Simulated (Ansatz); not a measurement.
FH₄InSi₂ (SMILES F[SiH2][SiH2][In])

The calculation's input:

```
crystal:
  periodic: [false, false, false]
  atoms:
    - symbol: F
      position_ang: [-2.579537, 0.539709, 1.424795]
    - symbol: In
      position_ang: [-1.945015, 3.186413, 1.014794]
    - symbol: Si
      position_ang: [0.371358, 1.482384, 1.139011]
    - symbol: Si
      position_ang: [-1.114393, -0.298946, 1.467659]
    - symbol: H
      position_ang: [1.195699, 1.154432, -0.073823]
    - symbol: H
      position_ang: [1.315064, 1.494150, 2.308412]
    - symbol: H
      position_ang: [-1.118698, -0.993380, 2.789853]
    - symbol: H
      position_ang: [-1.241483, -1.331657, 0.396187]
basis:
  gaussian:
    orbitals: def2-TZVPD
hamiltonian:
  xc: {name: PBE0}
output: {forces: true, orbitals: {seedname: orbitals}}
```

Run with:

```sh
ansatz run input.yaml --threads 1 --pin off --max-ram 2610MiB --events-out events.jsonl --progress --plain --runs-dir runs
```

Geometry: B3LYP-D3(BJ)/def2-SVP; core potentials replace the inner electrons of In.

The calculation used Ansatz 0.2.0, isolated molecule in a Gaussian basis; Kohn-Sham density functional theory, functional PBE0.

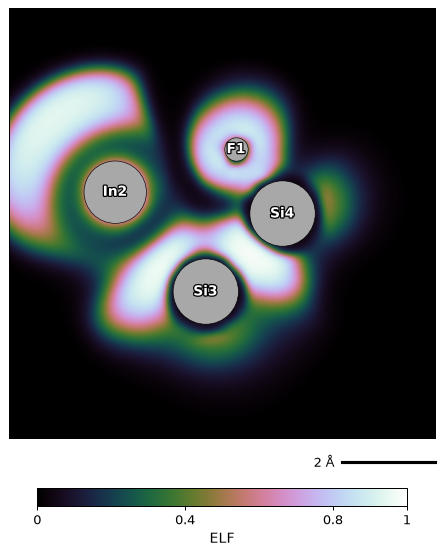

Figure 1. Electron localisation function on the plane of atoms F1, Si4 and Si3. Grey discs cover the atomic cores.

Describe what can be read from this map.

Answer.
- The section cuts through F, In and Si sites.
- Si–F (1.69 Å): the ELF peaks at about 0.85 in the valence shell of F, 0.6 Å from its nucleus, and is about 0.50 at the midpoint.
- Si–Si (2.34 Å): the ELF peaks at about 1 between the atoms: a covalent bond.
- In–Si (2.88 Å): the ELF peaks at about 0.95 in the valence shell of Si, 1.1 Å from its nucleus, and drops to about 0.20 between the two atoms.
- The ELF also peaks beside F1, away from the bonds: lone-pair regions.

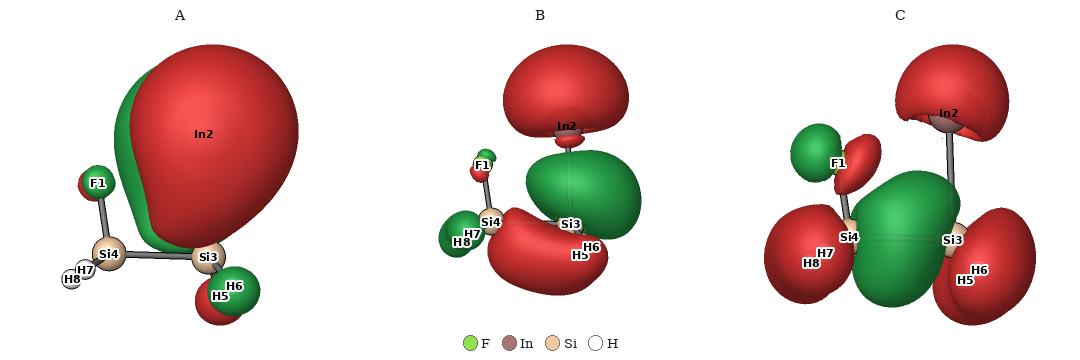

Figure 2. Three frontier orbitals at ±0.06 Å⁻³ᐟ² (green and red are the two phases), in no order.

Order the three orbitals by energy and name them.

Answer. C is the HOMO−1 (−7.98 eV). By Hirshfeld shares it lies mainly on Si3 (about 35 %), Si4 (about 30 %), In2 (about 10 %), F1 (about 5 %), H5 (about 5 %) and H6 (about 5 %). B is the HOMO (−5.56 eV). It lies mainly on In2 (about 40 %), Si3 (about 40 %) and Si4 (about 10 %). A is the LUMO (−2.14 eV). It lies mainly on In2 (about 85 %) and Si3 (about 10 %).

What is the HOMO–LUMO gap?

Answer. 3.42 eV between the orbital energies.
